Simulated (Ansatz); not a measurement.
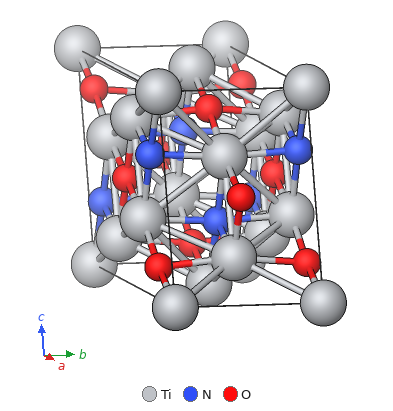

An orthographic ball-and-stick view of the structure, slightly off an axis. The edges of the conventional unit cell are marked.

Ti$_{5}$N$_{2}$O$_{3}$, space group C2/m (No. 12), a = 9.432 Å, b = 4.121 Å, c = 5.973 Å, α = 90.00°, β = 109.20°, γ = 90.00°. Origin of the cell: a structure type filled with these elements by a generator (whether the compound takes this form wasn't checked). Earlier steps of the study, as a rule a relaxation of our own, may have changed the cell and positions, so they can lie some per cent off the listed ones. A calculation with Ansatz used it as input.

This one geometry was computed with Ansatz (DFT, plane waves, PAW) at three levels of theory: LDA, PBE and r2SCAN.

Q: Which level gives the highest pressure at this volume, and what does that say about its equilibrium volume?

A: Highest: PBE (0.0 GPa), which points to the largest equilibrium volume. Lowest, with the smallest volume: LDA (-13.3 GPa). Levels within 0.5 GPa of each other can't be told apart.

Q: How does the band gap change with the level of theory?

A: All levels give a metal.

Q: Collect the results in a table.

A:
| level | cutoff (eV) | k-mesh of the run's cell | gap (eV) | pressure (GPa) |
| --- | --- | --- | --- | --- |
| LDA | 420 | 10×10×8 | metal | -13.3 |
| PBE | 420 | 10×10×8 | metal | 0.0 |
| r2SCAN | 500 | 10×10×8 | metal | -3.3 |

Gaps are taken on the k-mesh or band path of each run.
